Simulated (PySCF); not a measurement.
**GaS₂⁻: relaxation and vibrations of the singlet**

The task is one start of a wider search on GaS₂⁻: the singlet, from a bent start. It is relaxed, tested by its Hessian and followed downhill if it is a saddle.

The runs use PySCF 2.14.0; PBE0, basis Ga def2-TZVPD, S def2-TZVPD, no relativity, density fitting.

**1. The starting structure**

3 atoms, charge -1, spin multiplicity 1.

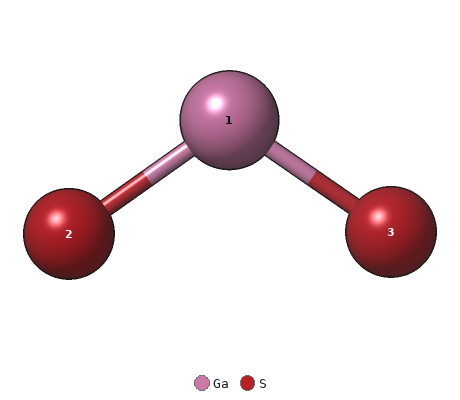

The starting geometry (gallium pink, sulfur red); atoms are numbered from 1 in the order of the file.

```xyz
3
charge -1 multiplicity 1
Ga    0.0000    0.0000   -0.5824
S     1.7284    0.0000    0.6278
S    -1.7284    0.0000    0.6278
```

**2. Relaxation: bent start, singlet**

The steps below are one call of a driver around PySCF. For each, scf.py gives the equivalent set-up of the SCF; relaxations use the driver's own optimiser. Before each start the driver seeks the lowest SCF state from one or more starting densities and follows internal instabilities, so scf.py alone need not reach the same state.

The program finds C2v symmetry in the start, which this walk keeps. The walk stops when the largest gradient is under 0.0003 Eh/bohr and the energy has settled too.

scf.py

```python
from pyscf import gto, scf, dft
mol = gto.M(atom='''
Ga     0.000000     0.000000    -0.582414
S      1.728400    -0.000000     0.627786
S     -1.728400     0.000000     0.627786''',
    basis={'Ga': 'def2-TZVPD', 'S': 'def2-TZVPD'},
    charge=-1, spin=0)
mf = dft.RKS(mol, xc='PBE0')
mf.grids.atom_grid = (50, 194)
aux = {'Ga': 'def2-universal-JKFIT', 'S': 'def2-universal-JKFIT'}
mf = mf.density_fit(auxbasis=aux)
mf.kernel()
```

After this run come: Frequencies.

**Question.** What will these runs give? Wanted: minimum; geometry; wavenumbers; dipole moment; highest occupied, lowest empty level; polar-tensor charge of Ga1; zero-point energy.

As calculated:

| quantity | value |
| --- | --- |
| minimum | singlet, D∞h |
| geometry | Ga–S 2.067 Å (×2); S–Ga–S 180.0° |
| wavenumbers (cm⁻¹) | 138 (πu), 427 (σg+), 582 (σu+) |
| dipole moment (centre of mass) | 0.00 D |
| highest occupied, lowest empty level | -2.07, 2.80 eV |
| polar-tensor charge of Ga1 | +0.77 e |
| zero-point energy | 7.7 kJ/mol |
| entropy at 298.15 K | 269.3 J/(mol K) |

What this shows: The bent start (C2v) ends in a minimum of D∞h symmetry. The strongest infrared band lies at 582 cm⁻¹ (σu+, stretch). Other starts or spin states, not run here, may lie lower.
